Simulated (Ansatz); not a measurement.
# Profile along the Br–Li line in LiBr (rock salt)

LiBr (rock salt)

```
CELL_PARAMETERS angstrom
      0.00000     2.75554     2.75554
      2.75554     0.00000     2.75554
      2.75554     2.75554     0.00000
ATOMIC_POSITIONS crystal
  Br 0.00000 0.00000 0.00000
  Li 0.50000 0.50000 0.50000
```

Fields along a shortest Br–Li line of a {100} plane (2.76 Å), from Br to Li, interpolated on the slice's grid (step about 0.1 Å). Calculation: PBE (plane waves to 420 eV, PAW, scalar-relativistic; Ansatz, a quantum-chemistry and plane-wave program). k mesh 10×10×10. These are valence fields of a PAW run, semicore shells included where kept as valence: close to a nucleus they are smooth pseudo fields. LiBr was relaxed with its symmetry unable to fall.

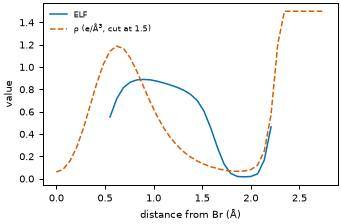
Fig. 1. ELF (away from the nuclei) and valence density from Br to Li.

Density on the Br–Li line (2.76 Å) at its density minimum, 1.9 Å from Br: 0.07 e/Å³. ELF at that point: 0.0. Character of the Br–Li contact (rough rule: ELF there above 0.7 covalent, below 0.2 ionic, polar between): closed-shell (ionic).
